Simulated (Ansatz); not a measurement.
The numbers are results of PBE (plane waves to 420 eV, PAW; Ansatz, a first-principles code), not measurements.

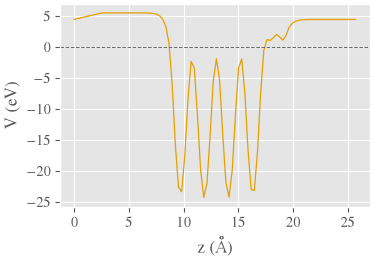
*Electrostatic potential energy of an electron, averaged over planes parallel to the surface, in eV from the Fermi level, for Sn on the 1x1 (111) surface of fcc Ir, one in a 2x2 cell, started at the site 'bridge Ir-Ir (span 2.7 Å)'*

Set-up: 17 atoms, 6.6 Å thick at the start under the adsorbate (thin: gaps and levels are the slab's own); mesh 6x6x1; 0.1 eV smearing; dipole correction on; 8 atoms held, the rest relaxed; start symmetry kept, larger cells not searched; no spin, no spin-orbit, no U, no dispersion correction. At the end it is bonded to 3 Ir. In PBE it is, or lies within 0.03 eV of, the lowest of the starts that converged.

Task: The surface cell has an area of 25.95 Å². What dipole along the normal does the step between the two vacuum levels imply?

Result: the top vacuum level lies 1.06 eV below the bottom one; p = −ε₀ A ΔV (ε₀ = 0.005526 e/(V·Å)) gives 0.15 e·Å a cell.
